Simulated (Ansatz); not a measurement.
## Converging the k-point mesh: Sb (R-3m, 2 atoms in the cell)

```
Sb
1.0
    3.97713    -2.16578     0.00000
    3.97713     2.16578     0.00000
    2.79774     0.00000     3.56101
Sb
2
Direct
  0.23791   0.23791   0.23791
  0.76650   0.76650   0.76650
```

Method of the run: PBEsol, PAW files made with PBE (plane waves; Ansatz, a quantum-chemistry and plane-wave program).

Base settings: basis.ecutwfc = 420 eV; kpoints.mp_grid.grid = 9 9 9; hamiltonian.xc = pbesol; hamiltonian.pseudopotentials = {kind: paw} (the program's default PAW files); scf.occupations.method = fermi_dirac; scf.occupations.width = 0.1 eV.

The second cell is the first with its lattice scaled by 0.98.

Only quantities that move along the ladder and can be compared are tabulated.

The count of work is k-points × plane waves × bands × iterations; it is no time. Core times come from one kind of shared machine, to one figure; runs under 30 s give none.

The starting cell has typed, rounded lattice constants, without a prior relaxation at this level. Its lattice was rescaled by up to half a per cent. One atom was moved a little off its site on purpose. Ansatz's pressure includes its estimate of the finite-basis (Pulay) stress.

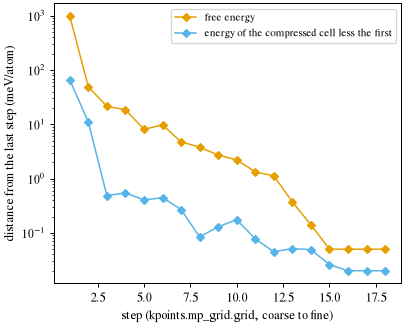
Fig. 1. Distance from the last step along the ladder; very small values are drawn at a floor.

```tsv
kpoints.mp_grid.grid	free energy less the last step's (meV/atom)	energy of the compressed cell less the first (meV/atom)	pressure (GPa)	largest difference of a force vector from the last step's (eV/Å)	count of work / last	core time / last (rough)
2 2 2	990.94	68.92	4.44	1.983	0.0021	–
3 3 3	-49.30	14.08	-0.66	0.285	0.0024	–
4 4 4	-21.49	3.46	-1.43	0.254	0.0052	–
5 5 5	-18.68	2.43	-1.53	0.134	0.0065	–
6 6 6	-8.11	3.38	-1.41	0.131	0.013	–
7 7 7	-9.78	3.42	-1.43	0.044	0.018	–
8 8 8	-4.75	2.71	-1.48	0.033	0.022	–
9 9 9	-3.82	2.89	-1.45	0.022	0.034	–
10 10 10	-2.72	3.11	-1.44	0.012	0.046	–
11 11 11	-2.22	2.80	-1.46	0.002	0.058	–
12 12 12	-1.33	2.90	-1.45	0.004	0.076	–
13 13 13	-1.12	2.93	-1.45	0.003	0.093	–
16 16 16	-0.37	2.93	-1.45	0.004	0.17	–
18 18 18	-0.14	2.93	-1.45	0.004	0.23	–
20 20 20	-0.04	2.95	-1.45	0.003	0.31	0.3
22 22 22	0.00	2.96	-1.45	0.002	0.41	0.4
25 25 25	0.01	2.97	-1.44	0.001	0.59	0.6
27 27 27	0.01	2.98	-1.44	0.000	0.73	0.8
30 30 30	0.00	2.98	-1.44	0.000	1.0	1
```

Coarsest kpoints.mp_grid.grid that holds the energy of the compressed cell less the first within 1 meV/atom of the last step, with all finer ones: 4 4 4, at 0.0052 of the last step's count of work; the step before is off by 11 meV/atom.

Coarsest kpoints.mp_grid.grid that holds the pressure within 1 GPa of the last step, with all finer ones: 3 3 3, at 0.0024 of the last step's count of work; the step before is off by 5.9 GPa.

Coarsest kpoints.mp_grid.grid that holds the free energy within 1 meV/atom of the last step, with all finer ones: 16 16 16, at 0.17 of the last step's count of work; the step before is off by 1.1 meV/atom.

The energy difference between the two cells stays within 1 meV/atom of the last step's from 4 4 4 on, the total only from 16 16 16 on: much of the error is common to both cells and cancels.

Keys are those of Ansatz 0.2.
